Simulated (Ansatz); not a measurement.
The reference is Y in the hcp (Mg type) structure (space group P6_3/mmc, No. 194; a = 3.6523 Å, c = 5.7029 Å; relaxed with 0.1 eV smearing).

Structures relaxed with PBE (Ansatz, an electronic-structure program), scalar-relativistic without spin-orbit coupling.

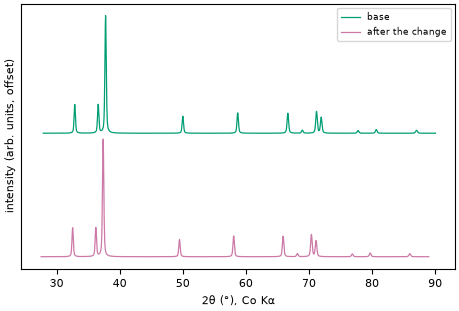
Simulated powder patterns before (top) and after one change

Problem. Name the change that was made.
A. isotropic strain −0.50 %
B. isotropic strain +2.00 %
C. isotropic strain −3.00 %
D. isotropic strain +1.00 %

Solution. D, isotropic strain +1.00 %. Its volume per atom is 33.94 Å³ against 32.94 Å³, and its space group is P6_3/mmc (No. 194).

Whether these cells are dynamically stable was not tested. The final runs are not spin-polarised.
